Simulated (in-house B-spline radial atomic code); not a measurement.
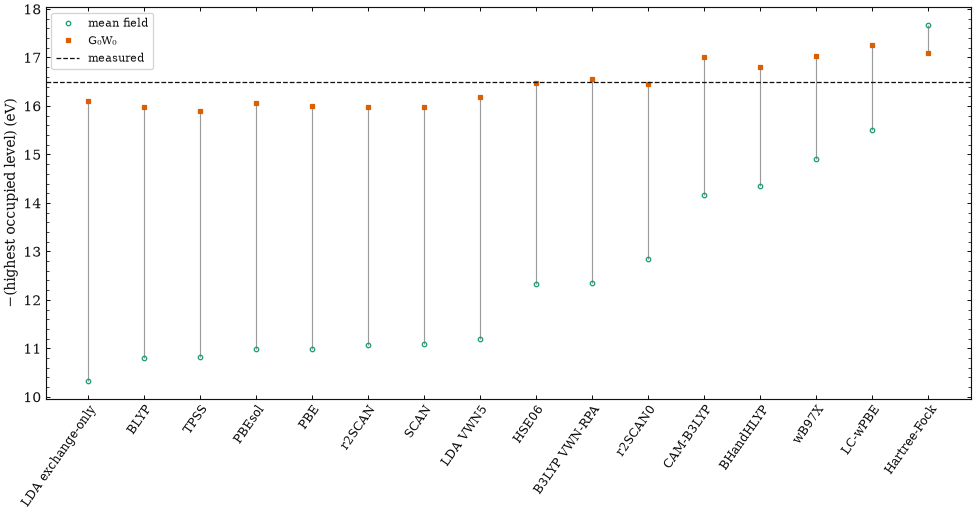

Binding energy of the highest level (3d↑) of Cr⁺ ([Ar] 3d⁵) on 16 mean-field starts and after G₀W₀. All-electron spherical atom, non-relativistic, no spin-orbit coupling, Breit or QED terms; computed with a B-spline radial code.

Describe the starting-point dependence.

The mean-field values spread from 10.32 eV (LDA exchange-only) to 17.67 eV (Hartree-Fock); after G₀W₀ they lie between 15.90 eV (TPSS) and 17.25 eV (LC-wPBE), so the spread shrinks from 7.34 to 1.34 eV. The measured removal energy is 16.49 eV; the nearest G₀W₀ value is that on HSE06 (16.47 eV).

```
            Start  Mean field (eV)  G₀W₀ (eV)  RPA correlation (hartree)
LDA exchange-only            10.32      16.10                     −1.573
             BLYP            10.80      15.98                     −1.567
             TPSS            10.83      15.90                     −1.552
           PBEsol            10.98      16.05                     −1.564
              PBE            10.99      15.99                     −1.564
           r2SCAN            11.07      15.97                     −1.529
             SCAN            11.09      15.99                     −1.529
         LDA VWN5            11.19      16.19                     −1.568
            HSE06            12.32      16.47                     −1.513
    B3LYP VWN-RPA            12.35      16.55                     −1.519
          r2SCAN0            12.85      16.45                     −1.485
        CAM-B3LYP            14.15      17.00                     −1.491
        BHandHLYP            14.35      16.81                     −1.460
            wB97X            14.90      17.02                     −1.475
          LC-wPBE            15.51      17.25                     −1.481
     Hartree-Fock            17.67      17.09                     −1.377
```
